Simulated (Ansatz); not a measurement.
# C₂NSi (SMILES [C-]#[N+]C#[Si+]) (charge +1, triplet): what the fields show

Input

```
basis:
  gaussian: {orbitals: def2-TZVPD}
crystal:
  periodic: [false, false, false]
  atoms:
    - symbol: C
      position_ang: [0.000000, 0.000000, -1.992606]
    - symbol: C
      position_ang: [0.000000, 0.000000, 0.482376]
    - symbol: N
      position_ang: [0.000000, 0.000000, -0.766774]
    - symbol: Si
      position_ang: [0.000000, 0.000000, 2.277004]
total_charge: 1
magnetization: {spin_polarized: true, initial_magnetization: 2}
hamiltonian: {xc: {name: PBE0}}
output: {forces: true, orbitals: {seedname: orbitals}}
```

Launched as:

```sh
ansatz run input.yaml --threads 2 --pin off --max-ram 4350MiB --events-out events.jsonl --progress --plain --runs-dir runs
```

Geometry: r2SCAN-D4/def2-TZVP.

Theory: isolated molecule in a Gaussian basis; Kohn-Sham density functional theory, functional PBE0 in Ansatz.

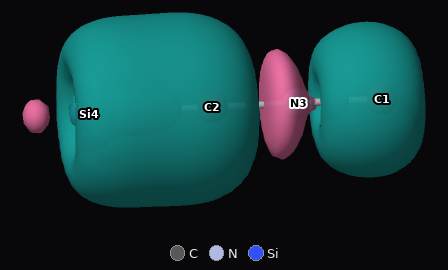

Figure 1. Isosurfaces of the spin density at +0.03 (teal) and −0.03 e/Å³ (pink), seen from one side.

### Describe the spin distribution.

The unpaired spin (2 electrons) lies mostly on C2 (about 0.9), Si4 (about 0.6), C1 (about 0.4) and N3 (about 0.1), in electrons by Hirshfeld's partition.

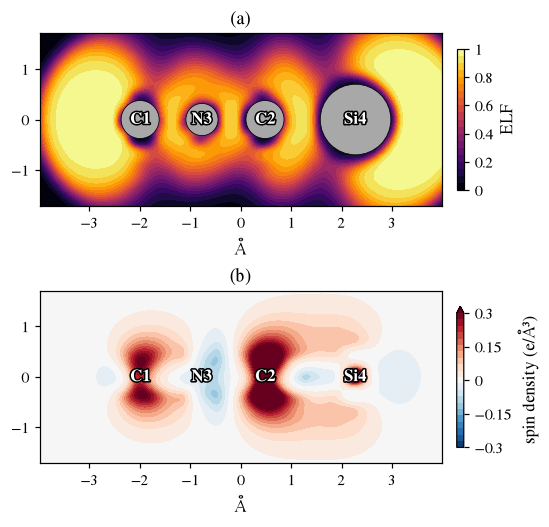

Figure 2. (a) electron localisation function; (b) spin density on a plane that holds the molecular axis. Grey discs cover the atomic cores in the ELF map.

### Interpret the plot.

- Atoms in the plane: C, N and Si.
- C–N (1.23 Å): the ELF peaks at about 0.90 between the atoms (a short, multiple covalent bond).
- C–Si (1.79 Å): the ELF peaks at about 0.90 between the atoms (a covalent bond).
- The ELF also peaks beside C1 and Si4, away from the bonds: non-bonding electrons, paired or unpaired.

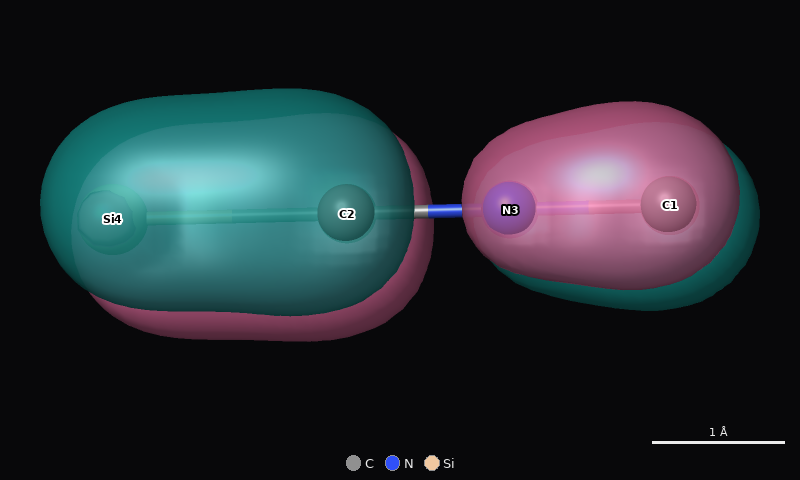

Figure 3. The HOMO (α) at ±0.15 Å⁻³ᐟ² (teal and pink are the two phases), seen from one side.

### Describe this orbital and give its energy.

Its weight (Hirshfeld) is mainly on C2 (about 35 %), Si4 (about 30 %), C1 (about 20 %) and N3 (about 15 %); π-bonding across C2–Si4. It is one of a degenerate set, so its orientation is arbitrary. Its energy is −13.95 eV.
